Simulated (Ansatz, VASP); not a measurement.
## PtF2 in two plane-wave programs

Wanted: the spread between two codes on one cell, functional and k mesh. The cell is generated by rule, not measured, and may not be a known phase. The cell is taken from a series of VASP runs on this material, whose earlier steps may have relaxed, scaled or displaced it; both programs get it as it stands. Valence electrons are named where the data sets of a main pair hold unlike numbers.

Main program and level: Ansatz 0.2.0; plane waves, with VASP 6.6.1 beside it; band structure at PBEsol and band structure at PBEsol, spin-orbit coupling.

The structure was built from a prototype and need not be the compound's stable phase.

**1. Set-up**

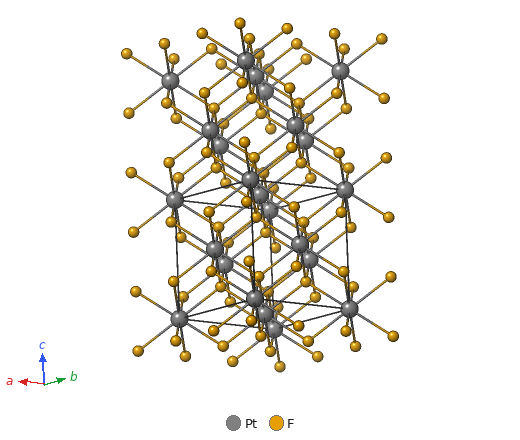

Start, viewed from a free direction; platinum grey, fluorine orange. 1×1×2 cells are drawn. This picture shows the conventional cell, with its axes. Some periodic images of atoms are drawn too.

**2. VASP: band structure, PBEsol**

A single point gives forces, pressure and levels at one fixed geometry, so differences don't come from the geometry; what else differs is listed under the comparison.

Lines of VASP's logs that name or quote its potential files are left out, and so is its time.

Input file INCAR:

```
SYSTEM = PtF2
PREC = Accurate
ENCUT = 520
EDIFF = 1E-06
NELM = 100
ISMEAR = 0
SIGMA = 0.02
LREAL = .FALSE.
ALGO = Normal
GGA = PS
NBANDS = 25
LORBIT = 11
LWAVE = .FALSE.
LCHARG = .FALSE.
KPAR = 4
ISIF = 2
```

Input file POSCAR:

```
PtF2
1.0
    0.0000000000      2.4978500000      2.4978500000
    2.4978500000      0.0000000000      2.4978500000
    2.4978500000      2.4978500000      0.0000000000
Pt F
1 2
Direct
    0.0000000000      0.0000000000      0.0000000000
    0.2500000000      0.2500000000      0.2500000000
    0.7500000000      0.7500000000      0.7500000000
```

Input file KPOINTS:

```
Automatic mesh
0
Gamma
14 14 14
0 0 0
```

Input file KPOINTS_OPT:

```
Line mode
24
Line-mode
Reciprocal
  0.00000000   0.00000000   0.00000000 GAMMA
  0.50000000   0.00000000   0.50000000 X

  0.50000000   0.00000000   0.50000000 X
  0.50000000   0.25000000   0.75000000 W

  0.50000000   0.25000000   0.75000000 W
  0.37500000   0.37500000   0.75000000 K

  0.37500000   0.37500000   0.75000000 K
  0.00000000   0.00000000   0.00000000 GAMMA

  0.00000000   0.00000000   0.00000000 GAMMA
  0.50000000   0.50000000   0.50000000 L

  0.50000000   0.50000000   0.50000000 L
  0.62500000   0.25000000   0.62500000 U

  0.62500000   0.25000000   0.62500000 U
  0.50000000   0.25000000   0.75000000 W

  0.50000000   0.25000000   0.75000000 W
  0.50000000   0.50000000   0.50000000 L

  0.50000000   0.50000000   0.50000000 L
  0.37500000   0.37500000   0.75000000 K

  0.62500000   0.25000000   0.62500000 U
  0.50000000   0.00000000   0.50000000 X
```

Potentials, in the order of the species: Pt and F (PBE family, release 64).

Run with:

```
$ mpirun -np 4 vasp_std
```

Numbers of over 12 decimals in the logs are rounded to 6 here.

The program printed:

```text
[banner, memory and clock lines left out]
running    4 mpi-ranks, on    1 nodes
 distrk:  each k-point on    1 cores,    4 groups
 distr:  one band on    1 cores,    1 groups

 POSCAR found type information on POSCAR PtF
 POSCAR found :  2 types and       3 ions
|                                                                             |
|               ----> ADVICE to this user running VASP <----                  |
|                                                                             |
|     You enforced a specific xc type in the INCAR file but a different       |
|     [... a line on the potential file left out ...]
|     I HOPE YOU KNOW WHAT YOU ARE DOING!                                     |
|                                                                             |

 LDA part: xc-table for (Slater+PW92), standard interpolation
 POSCAR, INCAR and KPOINTS ok, starting setup
 FFT: planning ... GRIDC
 FFT: planning ... GRID_SOFT
 FFT: planning ... GRID
 WAVECAR not read
 entering main loop
       N       E                     dE             d eps       ncg     rms          rms(c)
DAV:   1     0.142558823026E+03    0.14256E+03   -0.13247E+04  5256   0.948E+02
DAV:   2    -0.699152477287E+01   -0.14955E+03   -0.14365E+03  6396   0.254E+02
DAV:   3    -0.116673589381E+02   -0.46758E+01   -0.46325E+01  6167   0.421E+01
DAV:   4    -0.116906811761E+02   -0.23322E-01   -0.23320E-01  6195   0.329E+00
DAV:   5    -0.116908643594E+02   -0.18318E-03   -0.18318E-03  6283   0.291E-01    0.224E+01
DAV:   6    -0.109377413537E+02    0.75312E+00   -0.16087E+00  5397   0.131E+01    0.157E+01
DAV:   7    -0.109122487511E+02    0.25493E-01   -0.18629E-01  5683   0.399E+00    0.897E+00
DAV:   8    -0.109057728603E+02    0.64759E-02   -0.12554E-02  6277   0.900E-01    0.826E-01
DAV:   9    -0.109053078586E+02    0.46500E-03   -0.12411E-03  6244   0.289E-01    0.659E-02
DAV:  10    -0.109053581476E+02   -0.50289E-04   -0.72713E-05  5539   0.536E-02    0.303E-02
DAV:  11    -0.109053632004E+02   -0.50528E-05   -0.34287E-06  6003   0.109E-02    0.178E-02
DAV:  12    -0.109053639376E+02   -0.73721E-06   -0.21971E-06  5484   0.107E-02
   1 F= -.10905364E+02 E0= -.10904851E+02  d E =-.102491E-02
 Start KPOINTS_OPT (optional k-point list driver)
k-point batch [1-104\240]
       N       E                     dE             ncg
DAV:   1     0.132559627362E+05   -0.60899E+05     5248
DAV:   2    -0.216638626165E+04   -0.15422E+05     6396
DAV:   3    -0.264243548028E+04   -0.47605E+03     6253
DAV:   4    -0.264498014534E+04   -0.25447E+01     6535
DAV:   5    -0.264500318342E+04   -0.23038E-01     6528
DAV:   6    -0.264500348967E+04   -0.30625E-03     6530
DAV:   7    -0.264500349407E+04   -0.43933E-05     5745
DAV:   8    -0.264500349432E+04   -0.25509E-06     4792
[...]
k-point batch [209-240\240]
       N       E                     dE             ncg
DAV:   1     0.720357669011E+05   -0.28574E+05     1624
DAV:   2     0.673428407370E+05   -0.46929E+04     1948
DAV:   3     0.672006414416E+05   -0.14220E+03     1958
DAV:   4     0.671999017370E+05   -0.73970E+00     2008
DAV:   5     0.671998953562E+05   -0.63809E-02     2071
DAV:   6     0.671998952738E+05   -0.82340E-04     2054
DAV:   7     0.671998952727E+05   -0.11456E-05     1814
DAV:   8     0.671998952726E+05   -0.69849E-07     1531
```

OUTCAR, selected parts (step 2):

```text
ion  position               nearest neighbor table
   1  0.000  0.000  0.000-   3 2.16   3 2.16   3 2.16   2 2.16   3 2.16   2 2.16   2 2.16   2 2.16

  LATTYP: Found a face centered cubic cell.
 ALAT       =     4.9957000000

 Subroutine GETGRP returns: Found 48 space group operations
 (whereof 48 operations were pure point group operations)

The static configuration has the point symmetry O_h .

 Found    104 irreducible k-points:

   k-points           NKPTS =    104   k-points in BZ     NKDIM =    104   number of bands    NBANDS=     25

   dimension x,y,z NGX =    28 NGY =   28 NGZ =   28
   dimension x,y,z NGXF=    56 NGYF=   56 NGZF=   56

   ENCUT  =  520.0 eV  38.22 Ry    6.18 a.u.   6.57  6.57  6.57*2*pi/ulx,y,z

   NELECT =      24.0000    total number of electrons

 k-points in reciprocal lattice and weights: Automatic mesh
   0.00000000  0.00000000  0.00000000       0.000
   0.07142857  0.00000000  0.00000000       0.003
   0.14285714  0.00000000  0.00000000       0.003
   0.21428571  0.00000000  0.00000000       0.003
   0.28571429  0.00000000  0.00000000       0.003
   0.35714286  0.00000000  0.00000000       0.003
   0.42857143  0.00000000  0.00000000       0.003
   0.50000000  0.00000000  0.00000000       0.001
   0.07142857  0.07142857  0.00000000       0.002
[...]
-0.28571429  0.42857143  0.21428571       0.009
  -0.28571429  0.50000000  0.21428571       0.004

 average (electrostatic) potential at core
       1 -66.0108       2 -74.1972       3 -74.1972

 E-fermi :   7.6503

 k-point     1 :       0.0000    0.0000    0.0000
  band No.  band energies     occupation
    ...
      7       1.6040      2.00000
      8       1.6040      2.00000
      9       4.9074      2.00000
     10       4.9074      2.00000
     11       7.6070      1.99781
     12       8.5920      0.00000
     13       8.5920      0.00000
     14       8.5920      0.00000
     15      18.6513      0.00000
     16      18.6513      0.00000
    ...

 k-point     2 :       0.0714    0.0000    0.0000
  band No.  band energies     occupation
    ...
      6       1.4482      2.00000
      7       1.5339      2.00000
      8       1.5339      2.00000
      9       4.9589      2.00000
     10       4.9589      2.00000
     11       7.8250      0.00000
     12       8.4830      0.00000
     13       8.5515      0.00000
     14       8.5515      0.00000
     15      18.2275      0.00000
    ...

 k-point     3 :       0.1429    0.0000    0.0000
  band No.  band energies     occupation
    ...
      6       1.0567      2.00000
      7       1.3518      2.00000
      8       1.3518      2.00000
      9       5.0810      2.00000
     10       5.0810      2.00000
     11       7.9789      0.00000
     12       8.4443      0.00000
     13       8.4443      0.00000
     14       8.6048      0.00000
     15      17.3446      0.00000
    ...

  Total        8.7295894      8.7295894      8.7295894     -0.0000000     -0.0000000      0.0000000
  in kB      448.7199111    448.7199111    448.7199111     -0.0000000     -0.0000000      0.0000000
  external PRESSURE =     448.7199111 kB  Pullay stress =       0.0000000 kB

  energy-cutoff  :      520.00
  volume of cell :       31.17
      direct lattice vectors                 reciprocal lattice vectors
     0.000000000  2.497850000  2.497850000    -0.200172148  0.200172148  0.200172148
     2.497850000  0.000000000  2.497850000     0.200172148 -0.200172148  0.200172148
     2.497850000  2.497850000  0.000000000     0.200172148  0.200172148 -0.200172148

 POSITION                                       TOTAL-FORCE (eV/Angst)
 -----------------------------------------------------------------------------------
      0.00000      0.00000      0.00000         0.000000      0.000000     -0.000000
      1.24893      1.24893      1.24893        -0.000000      0.000000     -0.000000
      3.74678      3.74678      3.74678         0.000000     -0.000000      0.000000
 -----------------------------------------------------------------------------------
    total drift:                                0.000000      0.000000      0.000000

  FREE ENERGIE OF THE ION-ELECTRON SYSTEM (eV)
  ---------------------------------------------------
  free  energy   TOTEN  =       -10.9053639376 eV

  energy  without entropy=      -10.9043390304  energy(sigma->0) =      -10.90485148

 total charge
# of ion       s       p       d       tot
------------------------------------------
    1        0.398   0.439   8.198   9.034
    2        1.764   4.289   0.000   6.053
    3        1.764   4.289   0.000   6.053
--------------------------------------------------
tot          3.926   9.016   8.198  21.140

[... 3 further parts left out ...]
```

The PAW data sets were made with PBE, which is usual practice but a small mismatch for other functionals.

**3. Ansatz: band structure, PBEsol**

Ansatz runs on its default PAW (the set named soft_2) files.

The same cell, functional, mesh and smearing now go to Ansatz, which takes its cutoff from its data sets.

Input file input.yaml:

```yaml
crystal:
  lattice:
    - [0.0, 2.49785, 2.49785]
    - [2.49785, 0.0, 2.49785]
    - [2.49785, 2.49785, 0.0]
  atoms:
    - { symbol: Pt, position: [0.0, 0.0, 0.0] }
    - { symbol: F, position: [0.25, 0.25, 0.25] }
    - { symbol: F, position: [0.75, 0.75, 0.75] }
hamiltonian:
  xc: pbesol
  pseudopotentials: { kind: paw }
kpoints:
  mp_grid: { grid: [14, 14, 14] }
  band_path:
    path:
      - [0.0, 0.0, 0.0]
      - [0.17391, 0.0, 0.17391]
      - [0.34783, 0.0, 0.34783]
      - [0.5, 0.0, 0.5]
      - [0.5, 0.08696, 0.58696]
      - [0.5, 0.18478, 0.68478]
      - [0.49457, 0.25543, 0.75]
      - [0.45109, 0.29891, 0.75]
      - [0.40761, 0.34239, 0.75]
      - [0.34239, 0.34239, 0.68478]
      - [0.21196, 0.21196, 0.42391]
      - [0.08152, 0.08152, 0.16304]
      - [0.04348, 0.04348, 0.04348]
      - [0.23913, 0.23913, 0.23913]
      - [0.41304, 0.41304, 0.41304]
      - [0.5163, 0.46739, 0.5163]
      - [0.55978, 0.38043, 0.55978]
      - [0.6087, 0.28261, 0.6087]
      - [0.60326, 0.25, 0.64674]
      - [0.55978, 0.25, 0.69022]
      - [0.5163, 0.25, 0.7337]
      - [0.5, 0.30435, 0.69565]
      - [0.5, 0.3913, 0.6087]
      - [0.5, 0.47826, 0.52174]
      - [0.47283, 0.47283, 0.55435]
      - [0.42391, 0.42391, 0.65217]
      - [0.38043, 0.38043, 0.73913]
      - [0.59239, 0.18478, 0.59239]
      - [0.54891, 0.09783, 0.54891]
      - [0.5, 0.0, 0.5]
    npoints: 1
scf:
  occupations: { method: gaussian, width: 0.02 }
  n_extra_bands: 7
output:
  forces: true
  stress: true
  eigenvalues: true
```

Run with:

```
$ ansatz run input.yaml --threads 2 --pin off --max-ram 4608MiB --backend cpu --events-out ev --progress --plain --runs-dir out
```

The program printed:

```text
scf.n_extra_bands = 7 over 16 filled bands (N_el = 32.0): the run solves 23 bands
Engine: ansatz 0.2.0, aarch64-unknown-linux-gnu
Pseudopotentials: kind: paw
Pseudopotential: Pt, paw, valence charge 18, recommended cutoff 420 eV (normal), Pt.paw.azcp
Pseudopotential: F, paw, valence charge 7, recommended cutoff 420 eV (normal), F.paw.azcp
Functional definition: PBEsol
  exchange = pbesol_x
  correlation = pbesol_c
Crystal: 3 atoms, lattice volume = 31.169 Å³
Basis set: ecut = 420 eV, 609 PW (Γ), exchange–correlation on 48×48×48 points (8 copies of the dense FFT grid, shifted against one another)
Bands: 23, of which v1, the nominal top of the filled ones, is band 16 counted from 1 (15 counted from 0)
Symmetry: 48 space group operations
Space group: Fm-3m (ITA 225), of the structure as read, at distance tolerance 3.1e-5 Å
k-points: 104 of 2744
Non-local potential: Pt, projectors of the file, l = 0: 3, l = 1: 2, l = 2: 2, l = 3: 1
Non-local potential: F, projectors of the file, l = 0: 2, l = 1: 2, l = 2: 1
PAW form: soft (Blöchl's): semilocal exchange-correlation on the pseudo side does not see the compensation charge
PAW frozen core: Pt, regenerated for the run's functional, and the local potential with it (the file was generated under x = pbe(κ = 0.804, μ = 0.219515), c = pbe(β = 0.066725))
PAW frozen core: F, regenerated for the run's functional, and the local potential with it (the file was generated under x = pbe(κ = 0.804, μ = 0.219515), c = pbe(β = 0.066725))
PAW one-centre angular grid: Pt, 590 points (default); XC on 64 Gauss nodes
PAW one-centre angular grid: F, 110 points (default); XC on 64 Gauss nodes
Initial density: superposition of atomic densities (neutral atoms: chi_scale 0, normalization atom), corrected by the library's trained network
Initial wavefunctions: pseudopotential atomic-orbital guess
Functional: x = pbesol(κ = 0.804, μ = 0.123457), c = pbesol(β = 0.046)
SCF iter   1: F=—  HF=-13979.166581 eV  |F-HF|=—  |Δ(HF+E_count)|=         —  Δρ=2.88e-2  dr2=1.68e-1  ethr=1.77e-3  ⟨swp⟩=5.1  Hψ=10261  notcnv=0  defer=1
preconditioner: auto → LDOS  [metal: Δε(μ)=0.007 eV  Ē_g=18.928 eV  σ=0.020 eV  W_gap=0.18  n_scr=14 (ndim 8)  ℏωp=32.6 eV  f_vac=0.055  D(μ)=4.78/eV (n_scr^D=64)  β→1.0]
SCF iter   2: F=—  HF=-13979.151263 eV  |F-HF|=—  |Δ(HF+E_count)|=   1.53e-2  Δρ=1.50e-2  dr2=9.08e-2  ethr=5.26e-4  ⟨swp⟩=2.0  Hψ=3727  notcnv=0  defer=219
SCF iter   3: F=—  HF=-13979.140407 eV  |F-HF|=—  |Δ(HF+E_count)|=   1.09e-2  Δρ=1.49e-2  dr2=5.61e-2  ethr=2.84e-4  ⟨swp⟩=2.5  Hψ=3180  notcnv=0  defer=228
SCF iter   4: F=—  HF=-13979.126723 eV  |F-HF|=—  |Δ(HF+E_count)|=   1.37e-2  Δρ=3.69e-3  dr2=5.01e-3  ethr=1.75e-4  ⟨swp⟩=2.6  Hψ=3618  notcnv=0  defer=230
SCF iter   5: F=—  HF=-13979.125478 eV  |F-HF|=—  |Δ(HF+E_count)|=   1.25e-3  Δρ=2.77e-4  dr2=2.41e-5  ethr=1.57e-5  ⟨swp⟩=2.0  Hψ=4022  notcnv=0  defer=232
SCF iter   6: F=—  HF=-13979.125450 eV  |F-HF|=—  |Δ(HF+E_count)|=   2.77e-5  Δρ=4.88e-5  dr2=4.43e-7  ethr=7.52e-8  ⟨swp⟩=2.0  Hψ=3410  notcnv=0  defer=232
SCF iter   7: F=-13979.125450 eV  HF=-13979.125450 eV  |F-HF|=2.25e-9  |Δ(HF+E_count)|=   3.99e-8  Δρ=4.51e-6  dr2=2.95e-9  ethr=3.13e-10  ⟨swp⟩=8.3  Hψ=10764  notcnv=0
SCF 1 converged in 7 iterations: F = -13979.125450 eV  dr2 = 2.95e-9
  greatest PAW one-centre occupation: 1.000 electrons in one spin orbital (limit 2), on the Pt atom at site 0 (counted from 0), in its partial waves of l = 0
NSCF: frozen V_eff on 30 k-points
SCF converged after 7 iterations
Free energy (F): -13979.125450 eV
Harris-Foulkes:  -13979.125450 eV  (|F-HF|=2.25e-9)
Internal energy: -13979.124416 eV  (E = F + TS)
E sigma→0 (E₀):  -13979.124933 eV
Entropy (-TS):   -0.001034 eV (-0.345 meV/atom)
Fermi energy:    15.157616 eV
--- Per-component energies (eV) ---
  E_band       = -236.684928
  E_kinetic    = 1057.341405
  E_local      = -2771.751116  (includes V_loc(G=0)·N_el)
  E_nonlocal   = 357.240177
  E_hartree    = 1023.687735
  E_xc         = -416.172422
  E_vxc        = -503.549615  (∫ρ·V_xc dr)
  E_paw        = -9704.976342  (= ΣΔE_a)
  E_vpaw       = -423.347893  (= ΣTr[D̂ρ^β])
  E_aug_tail   = 0.004098  (compensation charges beyond the density's cutoff)
  E_ewald      = -3524.869819
  E_core_change = 0.371866  (= ΣΔE_core)
  E_smearing   = -0.001034  (= −TS)
  E_closure    = 0.000000  (closes the sum)
  Σ components = -13979.125450   (vs F -13979.125450, Δ=0.00e0)
--- Forces (eV/Å), atoms counted from 1 ---
  atom   1  Pt    -0.00000000     0.00000000    -0.00000000
  atom   2  F      0.00000000     0.00000000     0.00000000
  atom   3  F      0.00000000     0.00000000     0.00000000
  max |Σ_I F_I| component: 5.78e-18 eV/Å
--- Stress (GPa, compression-positive) ---
       44.671426      -0.000000       0.000000
        0.000000      44.671426       0.000000
       -0.000000       0.000000      44.671426
  P = ⅓ Tr σ = 44.6714 GPa (446.714 kbar)
--- Band table (eV; the first three rows and the last of 104) ---
  k-point 0: bands = [... 12 lower, 12.4022, 12.4022, 15.1346, 16.0997, 16.0997, 16.0997, 26.1756, 26.1756, ... 3 higher]
  k-point 1: bands = [... 12 lower, 12.4537, 12.4537, 15.3515, 15.9911, 16.0592, 16.0592, 25.7503, 26.3040, ... 3 higher]
  k-point 2: bands = [... 12 lower, 12.5756, 12.5756, 15.4918, 15.9520, 15.9520, 16.1246, 24.8647, 26.6761, ... 3 higher]
  k-point 103: bands = [... 12 lower, 12.9780, 13.1108, 13.7126, 14.0222, 14.8633, 21.5972, 24.1699, 25.2434, ... 3 higher]
```

Wall time 2.3 s (2 threads of Arm Neoverse V2, shared host); peak memory 0.33 GiB; 4.3 s of CPU time.

In the SCF lines HF is the Harris–Foulkes energy and dr2 the Hartree energy of the density residual, in eV; the loop may stop once dr2 is under the threshold and the program's other checks hold. Hψ counts applications of the Hamiltonian.

**4. Differences**

Known differences besides the potentials themselves: the data sets hold 32 valence electrons in Ansatz (on its default PAW (the set named soft_2) files) and 24 in VASP; the cutoff is 420 eV in Ansatz and 520 eV in VASP; Ansatz makes its cores anew for this functional, VASP keeps those of its PBE data sets; VASP leaves aspherical gradient terms in its spheres out (LASPH is not set), Ansatz keeps them. Total energies have different zeros and are not compared.

The two programs side by side:

```
                                        quantity  Ansatz   VASP  difference
                                  pressure (GPa)   44.67  44.87       -0.20
pressure without Ansatz's Pulay correction (GPa)   43.82  44.87       -1.05
```

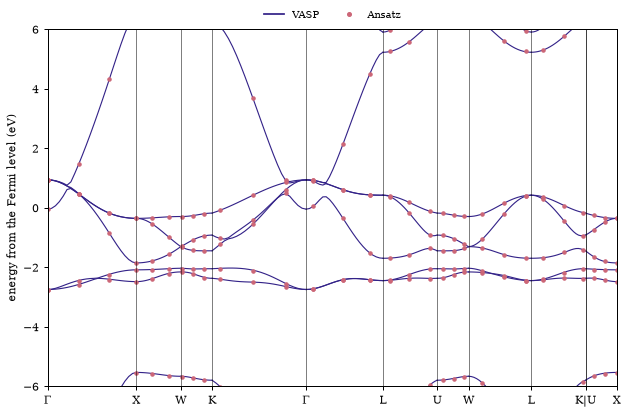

Bands from VASP (lines) and levels from Ansatz (dots). Dots without a line are higher empty bands that the VASP plot leaves out.

Levels from 3 eV below to 2 eV above the Fermi level differ by 8 meV r.m.s. and 20 meV at most; each VASP level is matched to the nearest of Ansatz, which flatters the figure a little. Ansatz's pressure holds a Pulay correction of 0.85 GPa; VASP's holds none.

[end of part 1 of 2]

[Lines on the potential files, build, host, timing and source positions are cut from VASP's logs without a mark.]

[Logs are printed without paths, hosts, clocks, repeated set-up lines and the standing remarks that a program may print on its own settings, such as how far it seeks lower states.]

[Hosts, paths, dates, database ids (printed as entryN), source tags and the programs' standing remarks are cut or masked in the printed files.]
